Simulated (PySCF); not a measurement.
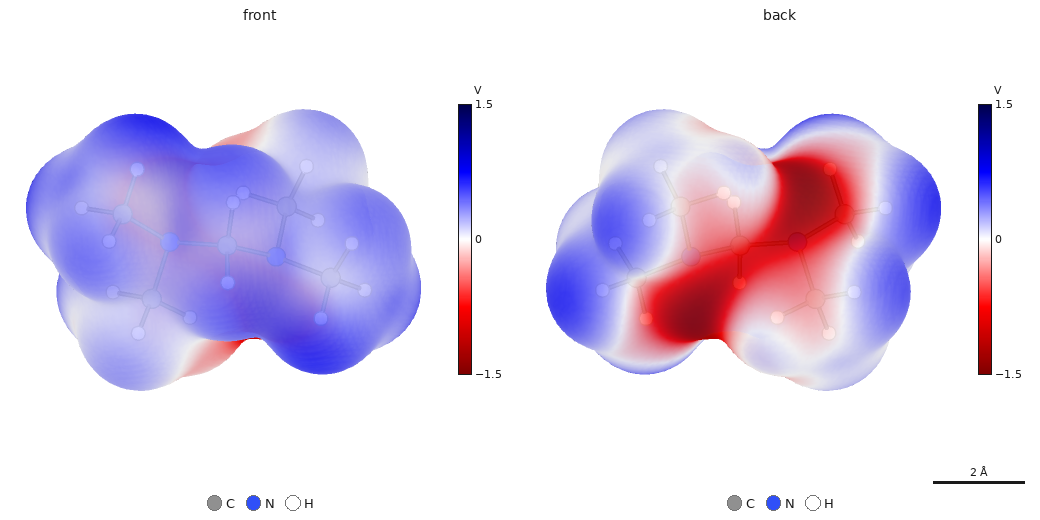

The picture shows: C₅H₁₄N₂ (SMILES CN(C)CN(C)C). The molecular electrostatic potential painted on the density surface at 0.002 e/bohr³, seen from the front and from behind; the colour scale runs from red (negative) to blue (positive).

Geometry: PBE0-D3(BJ)/def2-SVP.

Method: PBE0/pcSseg-1, SCF density, in a chloroform solvent model, non-relativistic (PySCF).

The calculation's input:

```
{"job": {"xc": "PBE0", "basis": "pcSseg-1", "solvent": "chloroform", "kind": "nmr", "pop": true}, "charge": 0, "multiplicity": 1}
C     -1.057293     0.941215     1.440469
N     -0.997415    -0.171521     0.527223
C     -2.280219    -0.771598     0.282311
C     -0.269780     0.134586    -0.676691
N      1.126237     0.359760    -0.405481
C      1.815115     1.032525    -1.472622
C      1.804925    -0.828383     0.045337
H     -1.715352     1.763000     1.075663
H     -1.438469     0.611889     2.419514
H     -0.045762     1.348395     1.573895
H     -2.168643    -1.669644    -0.345651
H     -3.001254    -0.089485    -0.225164
H     -2.737832    -1.082115     1.234979
H     -0.662238     1.047227    -1.183090
H     -0.428074    -0.711368    -1.385732
H      1.888074     0.428746    -2.407129
H      1.305289     1.976560    -1.721878
H      2.842261     1.277498    -1.160484
H      2.803903    -0.573275     0.431890
H      1.220274    -1.288950     0.853752
H      1.933129    -1.585123    -0.762982
```

Launched as:

```sh
OMP_NUM_THREADS=1 python ens_run.py task.json out
```

Which sites attract a positive test charge, and which a negative one?

Answer. A positive charge is drawn to the negative regions and a negative charge to the positive ones. The most negative region (about −1.4 V) lies over N2 and N5, the most positive (about +0.6 V) over H11, H13, H17 and H18.
